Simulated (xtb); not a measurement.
# Geometry relaxation, with input and output: B₂SiH₆O₂ (part 3 of 4)

B₂SiH₆O₂; GFN1-xTB (xtb 6.7.1). 

Geometry of the input (Å):
```
B  -1.6439  1.9487  1.1238
O  -1.2479  0.7245  0.6180
B  -0.7147  -0.3754  0.2427
O  0.5010  -0.4374  -0.2949
Si 1.7497  -1.0841  -1.0753
H  -1.3137  2.3563  2.1491
H  -2.2852  2.5017  0.2832
H  -1.2328  -1.3651  0.3928
H  2.9460  -0.5566  -0.3774
H  1.6557  -0.8388  -2.4762
H  1.6335  -2.6813  -0.8638
```

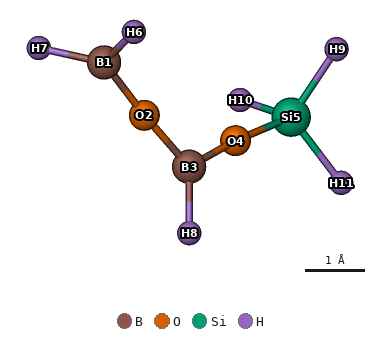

Fig. 1: The geometry at step 9 of the log (ball-and-stick view, seen at a tilt; atoms are numbered from 1 in the order of the input).

### Log, continued
```
 --------------------
H6-B1-O2=119.07                H7-B1-O2=119.14                H7-B1-H6=121.76                B3-O2-B1=174.13
O4-B3-O2=119.31                H8-B3-O2=120.34                H8-B3-O4=120.36                Si5-O4-B3=178.09
H9-Si5-O4=108.18               H10-Si5-O4=107.49              H10-Si5-H9=111.13              H11-Si5-O4=108.24
H11-Si5-H9=110.72              H11-Si5-H10=110.94

 selected dihedral angles (degree)
 ---------------------------------
B3-O2-B1-H6=255.42            B3-O2-B1-H7= 77.29            O4-B3-O2-B1= 13.69            H8-B3-O2-B1=193.53
Si5-O4-B3-O2= 18.61           Si5-O4-B3-H8=198.77           H9-Si5-O4-B3= 28.20           H10-Si5-O4-B3=268.11
H11-Si5-O4-B3=148.22
           -------------------------------------------------
          |                Final Singlepoint                |
           -------------------------------------------------

          ...................................................
          :                      SETUP                      :
          :.................................................:
          :  # basis functions                  38          :
          :  # atomic orbitals                  37          :
          :  # shells                           23          :
          :  # electrons                        28          :
          :  # halogen bonds                     0          :
          :  max. iterations                   250          :
          :  Hamiltonian                  GFN1-xTB          :
          :  restarted?                      false          :
          :  GBSA solvation                  false          :
          :  PC potential                    false          :
          :  electronic temp.          300.0000000     K    :
          :  accuracy                    1.0000000          :
          :  -> integral cutoff          0.2500000E+02      :
          :  -> integral neglect         0.1000000E-07      :
          :  -> SCF convergence          0.1000000E-05 Eh   :
          :  -> wf. convergence          0.2000000E-04 e    :
          :  Broyden damping             0.4000000          :
          :  net charge                          0          :
          :  unpaired electrons                  0          :
          ...................................................

 iter      E             dE          RMSdq      gap      omega  full diag
   1    -17.6291320 -0.176291E+02  0.306E-06    5.67       0.0  T
   2    -17.6291320 -0.426326E-13  0.138E-06    5.67   21885.1  T
   3    -17.6291320 -0.177636E-13  0.534E-07    5.67   56465.0  T

   *** convergence criteria satisfied after 3 iterations ***

         #    Occupation            Energy/Eh            Energy/eV
      -------------------------------------------------------------
         1        2.0000           -0.8039669             -21.8771
       ...           ...                  ...                  ...
         8        2.0000           -0.5590480             -15.2125
         9        2.0000           -0.5443126             -14.8115
        10        2.0000           -0.5225071             -14.2181
        11        2.0000           -0.4744013             -12.9091
        12        2.0000           -0.4498643             -12.2414
        13        2.0000           -0.4458925             -12.1334
        14        2.0000           -0.4397447             -11.9661 (HOMO)
        15                         -0.2314143              -6.2971 (LUMO)
        16                         -0.2069045              -5.6302
        17                         -0.1747180              -4.7543
        18                         -0.1387234              -3.7749
        19                         -0.1356551              -3.6914
       ...                                ...                  ...
        37                          1.4074575              38.2989
      -------------------------------------------------------------
                  HL-Gap            0.2083304 Eh            5.6690 eV
             Fermi-level           -0.3355795 Eh           -9.1316 eV

 SCC (total)                   0 d,  0 h,  0 min,  0.018 sec
 SCC setup                      ...        0 min,  0.000 sec (  0.724%)
 Dispersion                     ...        0 min,  0.000 sec (  0.404%)
 classical contributions        ...        0 min,  0.000 sec (  0.221%)
 integral evaluation            ...        0 min,  0.005 sec ( 30.179%)
 iterations                     ...        0 min,  0.002 sec ( 10.568%)
 molecular gradient             ...        0 min,  0.010 sec ( 55.950%)
 printout                       ...        0 min,  0.000 sec (  1.693%)

         :::::::::::::::::::::::::::::::::::::::::::::::::::::
         ::                     SUMMARY                     ::
         :::::::::::::::::::::::::::::::::::::::::::::::::::::
         :: total energy             -17.483820748362 Eh    ::
         :: gradient norm              0.000776934917 Eh/a0 ::
         :: HOMO-LUMO gap              5.668958439492 eV    ::
         ::.................................................::
         :: SCC energy               -17.629131968904 Eh    ::
         :: -> electrostatic           0.058175612926 Eh    ::
         :: repulsion energy           0.148239798251 Eh    ::
         :: dispersion energy         -0.002928577709 Eh    ::
         :: halogen bond corr.         0.000000000000 Eh    ::
         :: add. restraining           0.000000000000 Eh    ::
         :: total charge              -0.000000000000 e     ::
         :::::::::::::::::::::::::::::::::::::::::::::::::::::

           -------------------------------------------------
          |                Property Printout                |
           -------------------------------------------------

    * Orbital Energies and Occupations

         #    Occupation            Energy/Eh            Energy/eV
      -------------------------------------------------------------
         1        2.0000           -0.8039669             -21.8771
         2        2.0000           -0.7816719             -21.2704
         3        2.0000           -0.6841902             -18.6178
         4        2.0000           -0.6407329             -17.4352
         5        2.0000           -0.5989729             -16.2989
         6        2.0000           -0.5972723             -16.2526
         7        2.0000           -0.5623180             -15.3015
         8        2.0000           -0.5590480             -15.2125
         9        2.0000           -0.5443126             -14.8115
        10        2.0000           -0.5225071             -14.2181
        11        2.0000           -0.4744013             -12.9091
        12        2.0000           -0.4498643             -12.2414
        13        2.0000           -0.4458925             -12.1334
        14        2.0000           -0.4397447             -11.9661 (HOMO)
        15                         -0.2314143              -6.2971 (LUMO)
        16                         -0.2069045              -5.6302
        17                         -0.1747180              -4.7543
        18                         -0.1387234              -3.7749
        19                         -0.1356551              -3.6914
        20                         -0.0784904              -2.1358
        21                         -0.0733351              -1.9955
        22                         -0.0558944              -1.5210
        23                         -0.0424382              -1.1548
        24                         -0.0421551              -1.1471
        25                         -0.0269704              -0.7339
       ...                                ...                  ...
        37                          1.4074575              38.2989
      -------------------------------------------------------------
                  HL-Gap            0.2083304 Eh            5.6690 eV
             Fermi-level           -0.3355795 Eh           -9.1316 eV

  Mulliken/CM5 charges         n(s)   n(p)   n(d)
     1b     0.39985  0.16450   0.918  1.682  0.000
     2o    -0.42706 -0.38658   1.618  4.809  0.000
     3b     0.57612  0.40876   0.815  1.609  0.000
     4o    -0.41182 -0.40355   1.633  4.779  0.000
     5si    0.35576  0.09783   1.178  1.728  0.739
     6h    -0.09311  0.01670   1.093  0.000  0.000
     7h    -0.09347  0.01619   1.093  0.000  0.000
     8h    -0.08204  0.03672   1.082  0.000  0.000
     9h    -0.07402  0.01722   1.074  0.000  0.000
    10h    -0.07374  0.01771   1.074  0.000  0.000
    11h    -0.07647  0.01450   1.076  0.000  0.000

Wiberg/Mayer (AO) data.
largest (>0.10) Wiberg bond orders for each atom

 ---------------------------------------------------------------------------
     #   Z sym  total        # sym  WBO       # sym  WBO       # sym  WBO
 ---------------------------------------------------------------------------
     1   5 b    3.164 --     2 o    1.210     6 h    0.948     7 h    0.948
     2   8 o    2.418 --     1 b    1.210     3 b    1.135
     3   5 b    3.187 --     2 o    1.135     4 o    1.000     8 h    0.937
     4   8 o    2.467 --     5 si   1.390     3 b    1.000
     5  14 si   4.289 --     4 o    1.390    11 h    0.945     9 h    0.945
                            10 h    0.945
     6   1 h    1.001 --     1 b    0.948
     7   1 h    1.000 --     1 b    0.948
     8   1 h    0.997 --     3 b    0.937
     9   1 h    0.990 --     5 si   0.945
    10   1 h    0.990 --     5 si   0.945
    11   1 h    0.990 --     5 si   0.945
 ---------------------------------------------------------------------------

Topologies differ in total number of bonds
Writing topology from bond orders to xtbtopo.mol

 dipole moment from electron density (au)
     X       Y       Z
  -0.2371   0.0296   0.1186  total (Debye):    0.678

           -------------------------------------------------
          |                Geometry Summary                 |
           -------------------------------------------------

      molecular mass/u    :       87.7540092
   center of mass at/Å    :        0.1104846      -0.2102514      -0.1051179
  moments of inertia/u·Å² :        0.3667492E+02   0.3025044E+03   0.3290680E+03
rotational constants/cm⁻¹ :        0.4596501E+00   0.5572689E-01   0.5122842E-01

 * 10 selected distances

     #   Z          #   Z                                           value/Å
     1   5 b        2   8 o                                       1.3329930
     2   8 o        3   5 b                                       1.3391644
     3   5 b        4   8 o                                       1.3847254
     4   8 o        5  14 si                                      1.6186283 (max)
     1   5 b        6   1 h                                       1.1890395
     1   5 b        7   1 h                                       1.1896424
     3   5 b        8   1 h                                       1.1819300 (min)
     5  14 si       9   1 h                                       1.4480369
     5  14 si      10   1 h                                       1.4474444
     5  14 si      11   1 h                                       1.4489033

 * 4 distinct bonds (by element types)

   Z      Z             #   av. dist./Å        max./Å        min./Å
   1 H    5 B           3     1.1868706     1.1896424     1.1819300
   5 B    8 O           3     1.3522943     1.3847254     1.3329930
   1 H   14 Si          3     1.4481282     1.4489033     1.4474444
   8 O   14 Si          1     1.6186283     1.6186283     1.6186283

optimized geometry written to: xtbopt.coord

           -------------------------------------------------
          | TOTAL ENERGY              -17.483820748362 Eh   |
          | GRADIENT NORM               0.000776934917 Eh/α |
          | HOMO-LUMO GAP               5.668958439492 eV   |
           -------------------------------------------------

------------------------------------------------------------------------
------------------------------------------------------------------------
 total:
 *  cpu-time:     0 d,  0 h,  0 min,  0.415 sec
 * ratio c/w:     0.992 speedup
 SCF:
 *  cpu-time:     0 d,  0 h,  0 min,  0.022 sec
 * ratio c/w:     1.000 speedup
 ANC optimizer:
 *  cpu-time:     0 d,  0 h,  0 min,  0.379 sec
 * ratio c/w:     0.991 speedup
```

### Trajectory as extended XYZ (Å, eV, eV/Å), 19 frames, from step=0 to step=18
```
11
Properties=species:S:1:pos:R:3 step=0 energy=-475.04560
B    -1.6439    1.9487    1.1238
O    -1.2479    0.7245    0.6180
B    -0.7147   -0.3754    0.2427
O     0.5010   -0.4374   -0.2949
Si    1.7497   -1.0841   -1.0753
H    -1.3137    2.3563    2.1491
H    -2.2852    2.5017    0.2832
H    -1.2328   -1.3651    0.3928
H     2.9460   -0.5566   -0.3774
H     1.6557   -0.8388   -2.4762
H     1.6335   -2.6813   -0.8638
11
Properties=species:S:1:pos:R:3 step=1 energy=-475.54639
B    -1.5942    1.9928    1.0583
O    -1.2437    0.7411    0.6612
B    -0.7025   -0.4069    0.3122
O     0.5062   -0.4633   -0.3353
Si    1.7697   -1.1370   -1.0726
H    -1.3479    2.3429    2.1547
H    -2.3361    2.5530    0.3066
H    -1.3064   -1.4099    0.3946
H     2.9415   -0.5776   -0.4070
H     1.6899   -0.8346   -2.4771
H     1.6712   -2.6081   -0.8737
11
Properties=species:S:1:pos:R:3 step=2 energy=-475.45678
B    -1.7388    1.9155    1.0925
O    -1.2958    0.7686    0.6059
B    -0.7607   -0.4209    0.2513
O     0.5141   -0.5086   -0.3259
Si    1.7941   -1.1721   -1.0549
H    -1.2605    2.3229    2.1127
H    -2.2613    2.6786    0.3199
H    -1.3453   -1.4438    0.5088
H     2.9558   -0.6009   -0.4346
H     1.7115   -0.8130   -2.4631
H     1.7346   -2.5341   -0.8907
11
Properties=species:S:1:pos:R:3 step=3 energy=-475.64663
B    -1.6244    1.9754    1.0423
O    -1.2810    0.7592    0.6179
B    -0.7806   -0.4233    0.2332
O     0.4940   -0.5162   -0.3159
Si    1.7837   -1.1489   -1.0583
H    -1.3138    2.3129    2.1373
H    -2.3056    2.6504    0.3366
H    -1.3535   -1.4318    0.5155
H     2.9585   -0.5944   -0.4297
H     1.7103   -0.8003   -2.4637
H     1.7600   -2.5906   -0.8934
11
Properties=species:S:1:pos:R:3 step=4 energy=-475.44638
B    -1.6653    1.9634    1.0562
O    -1.2356    0.7584    0.6400
B    -0.6895   -0.4423    0.4250
O     0.4697   -0.4997   -0.3550
Si    1.7718   -1.1386   -1.0743
H    -1.3337    2.3458    2.1207
H    -2.2973    2.6289    0.3088
H    -1.4058   -1.4009    0.3965
H     2.9471   -0.5775   -0.4241
H     1.7226   -0.8050   -2.4762
H     1.7637   -2.6401   -0.8956
11
Properties=species:S:1:pos:R:3 step=5 energy=-475.68055
B    -1.6269    1.9725    1.0404
O    -1.2540    0.7591    0.6293
B    -0.7517   -0.4381    0.3065
O     0.4834   -0.5341   -0.3192
Si    1.7838   -1.1520   -1.0601
H    -1.3259    2.3350    2.1306
H    -2.2974    2.6368    0.3213
H    -1.3960   -1.4135    0.4674
H     2.9514   -0.5766   -0.4267
H     1.7120   -0.7981   -2.4627
H     1.7690   -2.5986   -0.9049
11
Properties=species:S:1:pos:R:3 step=6 energy=-475.69594
B    -1.6203    1.9728    1.0333
O    -1.2559    0.7600    0.6193
B    -0.7750   -0.4475    0.2885
O     0.4751   -0.5633   -0.3064
Si    1.7850   -1.1528   -1.0569
H    -1.3096    2.3342    2.1235
H    -2.2820    2.6530    0.3168
H    -1.4227   -1.4188    0.4936
H     2.9449   -0.5683   -0.4200
H     1.7047   -0.7783   -2.4551
H     1.8035   -2.5986   -0.9149
11
Properties=species:S:1:pos:R:3 step=7 energy=-475.71086
B    -1.5990    1.9751    1.0182
O    -1.2510    0.7541    0.6126
B    -0.8017   -0.4684    0.2842
O     0.4517   -0.6102   -0.2973
Si    1.7868   -1.1488   -1.0492
H    -1.2870    2.3364    2.1103
H    -2.2499    2.6651    0.2997
H    -1.4648   -1.4245    0.5242
H     2.9280   -0.5362   -0.4011
H     1.6938   -0.7570   -2.4407
H     1.8409   -2.5931   -0.9388
11
Properties=species:S:1:pos:R:3 step=8 energy=-475.72997
B    -1.5616    1.9766    0.9950
O    -1.2395    0.7404    0.6092
B    -0.8403   -0.5049    0.2935
O     0.4038   -0.6915   -0.2900
Si    1.7786   -1.1387   -1.0461
H    -1.2423    2.3465    2.0828
H    -2.1887    2.6739    0.2632
H    -1.5350   -1.4306    0.5633
H     2.8846   -0.4940   -0.3654
H     1.6738   -0.7036   -2.4243
H     1.9141   -2.5818   -0.9592
11
Properties=species:S:1:pos:R:3 step=9 energy=-475.74314
B    -1.5294    1.9738    0.9798
O    -1.2255    0.7263    0.6153
B    -0.8602   -0.5307    0.3101
O     0.3654   -0.7505   -0.2940
Si    1.7719   -1.1298   -1.0367
H    -1.2043    2.3570    2.0599
H    -2.1402    2.6661    0.2315
H    -1.5790   -1.4323    0.5810
H     2.8431   -0.4432   -0.3351
H     1.6606   -0.6771   -2.4055
H     1.9452   -2.5673   -0.9845
11
Properties=species:S:1:pos:R:3 step=10 energy=-475.75196
B    -1.5069    1.9700    0.9702
O    -1.2129    0.7159    0.6256
B    -0.8665   -0.5439    0.3266
O     0.3418   -0.7883   -0.2980
Si    1.7566   -1.1219   -1.0352
H    -1.1767    2.3687    2.0410
H    -2.1099    2.6506    0.2062
H    -1.6017   -1.4306    0.5830
H     2.8045   -0.4273   -0.3154
H     1.6464   -0.6484   -2.3972
H     1.9730   -2.5525   -0.9850
11
Properties=species:S:1:pos:R:3 step=11 energy=-475.75536
B    -1.4896    1.9678    0.9627
O    -1.2073    0.7062    0.6369
B    -0.8745   -0.5543    0.3336
O     0.3262   -0.8142   -0.2992
Si    1.7462   -1.1162   -1.0271
H    -1.1539    2.3803    2.0258
H    -2.0865    2.6427    0.1875
H    -1.6170   -1.4355    0.5881
H     2.7774   -0.4027   -0.3019
H     1.6393   -0.6352   -2.3867
H     1.9874   -2.5465   -0.9979
11
Properties=species:S:1:pos:R:3 step=12 energy=-475.75714
B    -1.4719    1.9659    0.9544
O    -1.2035    0.6958    0.6491
B    -0.8824   -0.5652    0.3366
O     0.3152   -0.8341   -0.2999
Si    1.7381   -1.1068   -1.0237
H    -1.1347    2.3908    2.0124
H    -2.0669    2.6342    0.1715
H    -1.6286   -1.4452    0.5935
H     2.7583   -0.3893   -0.2902
H     1.6316   -0.6228   -2.3828
H     1.9925   -2.5309   -0.9990
11
Properties=species:S:1:pos:R:3 step=13 energy=-475.75772
B    -1.4607    1.9645    0.9488
O    -1.2054    0.6879    0.6578
B    -0.8935   -0.5745    0.3372
O     0.3044   -0.8468   -0.2986
Si    1.7314   -1.0997   -1.0199
H    -1.1175    2.3978    2.0020
H    -2.0480    2.6330    0.1592
H    -1.6401   -1.4544    0.5992
H     2.7461   -0.3785   -0.2818
H     1.6271   -0.6120   -2.3790
H     2.0038   -2.5248   -1.0031
11
Properties=species:S:1:pos:R:3 step=14 energy=-475.75812
B    -1.4588    1.9626    0.9485
O    -1.2085    0.6852    0.6615
B    -0.8954   -0.5759    0.3359
O     0.3045   -0.8419   -0.2994
Si    1.7301   -1.0972   -1.0189
H    -1.1136    2.3974    2.0005
H    -2.0437    2.6312    0.1573
H    -1.6378   -1.4593    0.5976
H     2.7467   -0.3765   -0.2818
H     1.6276   -0.6117   -2.3793
H     1.9965   -2.5216   -1.0000
11
Properties=species:S:1:pos:R:3 step=15 energy=-475.75854
B    -1.4508    1.9603    0.9454
O    -1.2163    0.6765    0.6716
B    -0.9023   -0.5822    0.3372
O     0.3007   -0.8361   -0.2981
Si    1.7271   -1.0911   -1.0168
H    -1.1036    2.3990    1.9951
H    -2.0286    2.6282    0.1489
H    -1.6407   -1.4694    0.5918
H     2.7457   -0.3715   -0.2797
H     1.6257   -0.6066   -2.3777
H     1.9907   -2.5148   -0.9958
11
Properties=species:S:1:pos:R:3 step=16 energy=-475.75878
B    -1.4459    1.9581    0.9434
O    -1.2207    0.6731    0.6753
B    -0.9065   -0.5855    0.3400
O     0.2987   -0.8354   -0.2944
Si    1.7252   -1.0890   -1.0148
H    -1.0968    2.3991    1.9914
H    -2.0165    2.6261    0.1418
H    -1.6475   -1.4730    0.5863
H     2.7423   -0.3674   -0.2776
H     1.6218   -0.6005   -2.3742
H     1.9936   -2.5131   -0.9953
11
Properties=species:S:1:pos:R:3 step=17 energy=-475.75891
B    -1.4379    1.9565    0.9395
O    -1.2257    0.6650    0.6833
B    -0.9117   -0.5912    0.3431
O     0.2941   -0.8393   -0.2908
Si    1.7222   -1.0849   -1.0119
H    -1.0888    2.4031    1.9849
H    -1.9985    2.6239    0.1294
H    -1.6540   -1.4786    0.5827
H     2.7342   -0.3600   -0.2718
H     1.6153   -0.5938   -2.3693
H     1.9986   -2.5083   -0.9973
11
Properties=species:S:1:pos:R:3 step=18 energy=-475.75900
B    -1.4368    1.9565    0.9383
O    -1.2262    0.6655    0.6819
B    -0.9118   -0.5914    0.3430
O     0.2945   -0.8412   -0.2895
Si    1.7224   -1.0855   -1.0114
H    -1.0910    2.4016    1.9852
H    -1.9955    2.6244    0.1277
H    -1.6549   -1.4783    0.5838
H     2.7330   -0.3592   -0.2712
H     1.6140   -0.5926   -2.3681
H     2.0000   -2.5075   -0.9978
```
